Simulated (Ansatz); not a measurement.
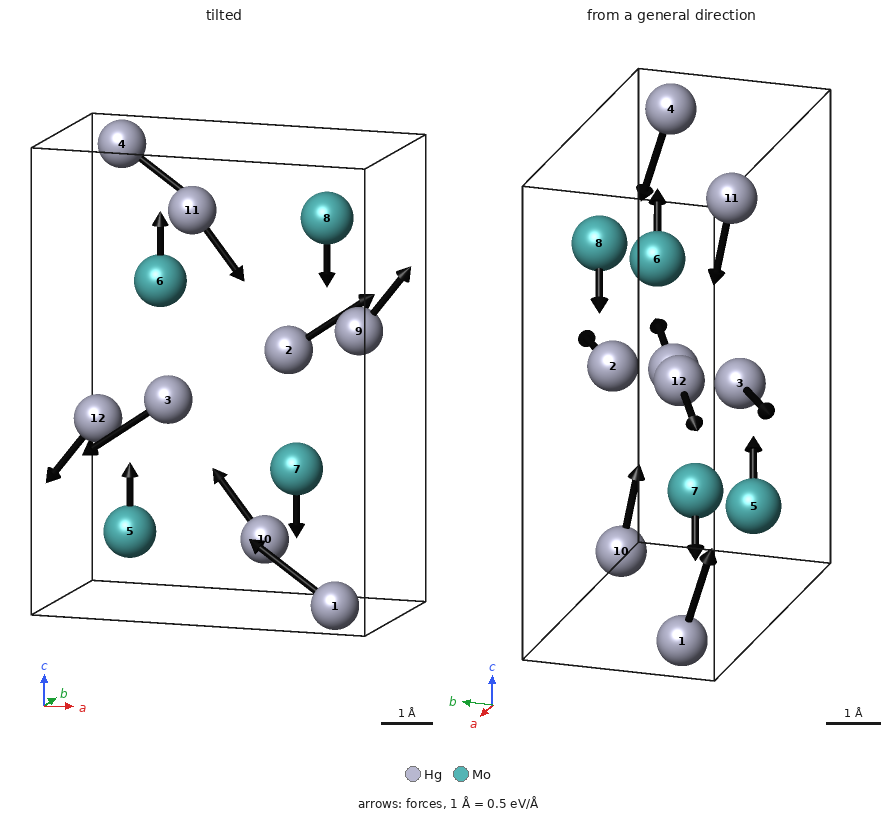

Shown here is a spheres-only view of the crystal, taken slightly off an axis and from a general direction. The simulation cell is outlined; an atom on or near a face, edge or corner is repeated at each equivalent position. The arrows are the computed forces on the atoms.

System: Hg₂Mo. Setup: DFT, PAW plane waves, r2SCAN in Ansatz 0.2.0; a 500 eV plane-wave basis, a 5×9×4 grid in reciprocal space, Fermi-Dirac smearing of 0.1 eV, no spin polarisation.

Are the forces small enough to call this converged?

Answer. No. The atoms still feel forces of up to about 0.86 eV/Å, far above a usual threshold of 0.01 to 0.03 eV/Å.

Which atom feels the largest force?

Answer. Hg1, Hg2, Hg3 and Hg4, about 0.86 eV/Å.

Shown is a generated cell, made by putting these elements into a known structure type (the compound may or may not exist in this form), as it stood before any relaxation. An electronic-structure calculation with Ansatz was run on it.
